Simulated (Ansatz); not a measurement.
# C₂H₅FOSi (SMILES FC1CO[SiH2]1): what the fields show

Input file:

```
crystal:
  periodic: [false, false, false]
  atoms:
    - {symbol: F, position_ang: [-1.820442, -0.327824, -0.810927]}
    - {symbol: C, position_ang: [-0.876057, -0.083056, 0.166904]}
    - {symbol: C, position_ang: [0.290658, -1.089798, 0.153307]}
    - {symbol: O, position_ang: [1.429882, -0.216350, -0.011946]}
    - {symbol: Si, position_ang: [0.510319, 1.162132, -0.206804]}
    - {symbol: H, position_ang: [-1.390485, -0.023790, 1.127827]}
    - {symbol: H, position_ang: [0.197314, -1.773360, -0.695478]}
    - {symbol: H, position_ang: [0.400793, -1.665085, 1.076040]}
    - {symbol: H, position_ang: [0.820808, 2.228653, 0.780427]}
    - {symbol: H, position_ang: [0.520210, 1.737278, -1.576348]}
basis:
  gaussian: {orbitals: def2-TZVPP}
hamiltonian: {xc: pbe0, dispersion: d4}
output: {orbitals: {seedname: orbitals}}
```

Run with:

```sh
ansatz run in.yaml --threads 4 --pin off --events-out ev --progress --plain --max-ram 10444MiB
```

Geometry: PBE0-D4/def2-TZVP.

These are results of RKS PBE0-D4/def2-TZVPP in Ansatz 0.2.0, not measurements.

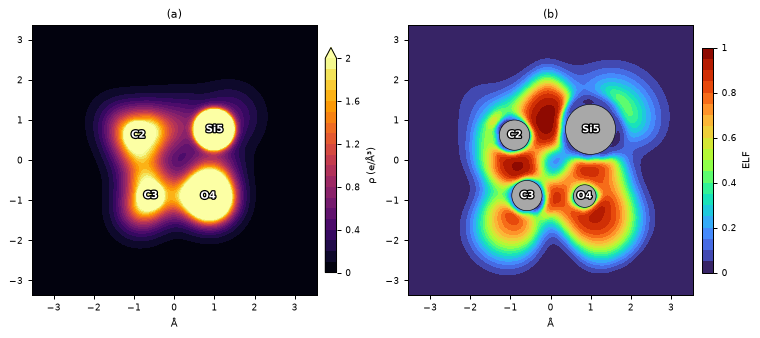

Figure 1. (a) electron density; (b) ELF on the plane of atoms C2, Si5 and O4. Grey discs cover the atomic cores in the ELF map.

Interpret the plot.

- The plane passes through C, O and Si nuclei.
- C–O (1.45 Å): ρ at the midpoint is about 1.9 e/Å³, with its minimum of 1.7 e/Å³ about 0.5 Å from C; the ELF peaks at about 0.85 between the atoms (a polar covalent bond).
- C–C (1.54 Å): ρ is about 1.7 e/Å³ halfway; the ELF peaks at about 0.95 between the atoms: a shared electron pair.
- Si–O (1.67 Å): ρ at the midpoint is about 1.2 e/Å³; the ELF peaks at about 0.90 between the atoms (a polar covalent bond).
- C–Si (1.90 Å): ρ at the midpoint is about 0.93 e/Å³; the ELF peaks at about 0.95 between the atoms (a shared electron pair).
- The ELF also peaks beside O4, away from the bonds: lone-pair regions.

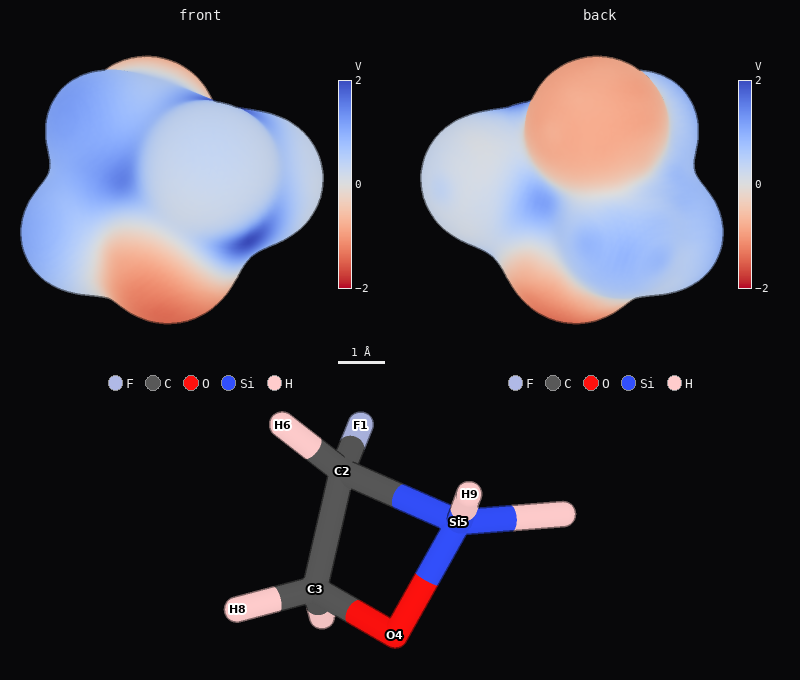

Figure 2. The electrostatic potential painted on the density surface at 0.002 e/bohr³, seen from the front and from behind; red is negative and blue positive. The bare structure is drawn below in the same view.

Which sites attract a positive test charge, and which a negative one?

A positive charge is drawn to the negative regions and a negative charge to the positive ones. The most negative region (about −1.4 V) lies over O4, the most positive (about +1.9 V) over Si5. O4 is the likeliest acceptor of a hydrogen bond.

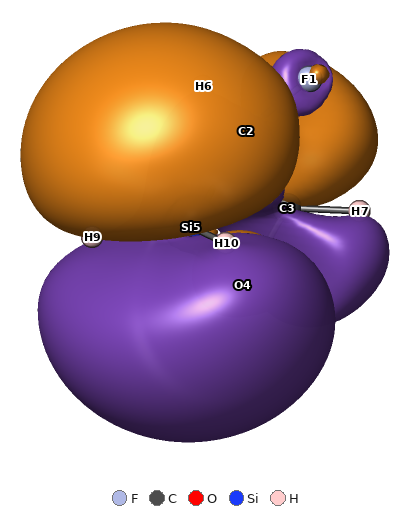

Figure 3. The LUMO at ±0.05 Å⁻³ᐟ² (orange and purple are the two phases), seen at an oblique angle.

What is the character of this orbital?

By Hirshfeld shares it lies mainly on Si5 (about 60 %), C2 (about 10 %), O4 (about 5 %), H10 (about 5 %), H9 (about 5 %) and C3 (about 5 %). Its energy is −0.48 eV.
